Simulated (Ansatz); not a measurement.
# How far to go with the SCF threshold: ZrMnF6 (I4mm, 8 atoms in the cell)

```
ZrMnF6
1.0
    0.00000     4.12654     4.12654
    4.12654     0.00000     4.12654
    4.12654     4.12654     0.00000
Zr Mn F
1 1 6
Direct
  0.50606   0.50606   0.49394
  0.00000   0.00000   0.00000
  0.74500   0.25500   0.25500
  0.25500   0.74500   0.74500
  0.25500   0.74500   0.25500
  0.74500   0.25500   0.74500
  0.25500   0.25500   0.74500
  0.74500   0.74500   0.25500
```
Moments meant for the start (each program seeds them in its own way; μB, in the order of the atoms Zr Mn F F F F F F): 0.0 4.0 0.0 0.0 0.0 0.0 0.0 0.0.

Computed with PBEsol+U, default PAW files made with PBE (plane waves; Ansatz, a first-principles code).

Base settings: basis.ecutwfc = 420 eV; kpoints.mp_grid.grid = 4 4 4; hamiltonian.xc = pbesol; hamiltonian.pseudopotentials = {kind: paw} (the program's default PAW files); hamiltonian.hubbard.sites = [{species: Mn, l: d, u_eff: 3.9}] eV; hamiltonian.hubbard.projectors = ortho-atomic; magnetization.spin_polarized = true; scf.occupations.method = fermi_dirac; scf.occupations.width = 0.05 eV.

The mesh stays at the base's, so the ladder's end is converged at best in this setting alone.

Only quantities that move along the ladder and can be compared are tabulated.

These are the values that this program gave, and no reference: magnets with a U can end in a higher state.

The count of work is k-points × plane waves × bands × iterations; it is no time. 

The starting cell comes from a database of computed structures (which also holds hypothetical and non-ambient phases and stackings), without a prior relaxation at this level. Its lattice was rescaled by up to half a per cent. One atom was moved a little off its site on purpose. With one magnetic atom in the cell only a parallel order is possible. With U or open f shells several self-consistent states can exist. In the base run, forces exceed 1 eV/Å.

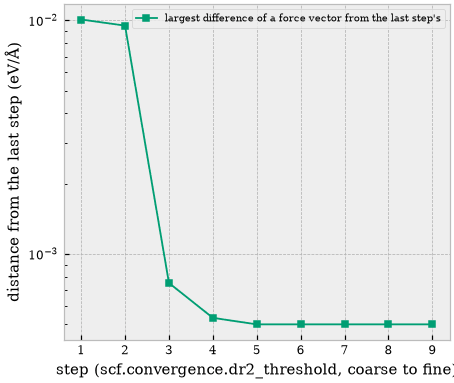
Figure: Distance from the last step along the ladder; very small values are drawn at a floor.

```tsv
scf.convergence.dr2_threshold	largest difference of a force vector from the last step's (eV/Å)	gap on the mesh (eV)	count of work / last
0.1 eV	0.010	4.499	0.37
0.01 eV	0.009	4.451	0.42
0.001 eV	0.001	4.474	0.53
0.0001 eV	0.001	4.473	0.58
1e-05 eV	0.000	4.474	0.68
1e-06 eV	0.000	4.473	0.74
1e-07 eV	0.000	4.474	0.68
1e-08 eV	0.000	4.473	0.74
1e-10 eV	0.000	4.473	0.84
1e-12 eV	0.000	4.473	1.0
```

Coarsest scf.convergence.dr2_threshold that holds the forces within 0.005 eV/Å of the last step, with all finer ones: 0.001 eV; the step before is off by 0.009 eV/Å.

Coarsest scf.convergence.dr2_threshold that holds the gap on the mesh within 0.01 eV of the last step, with all finer ones: 0.001 eV; the step before is off by 0.023 eV.

Keys are those of Ansatz 0.2.
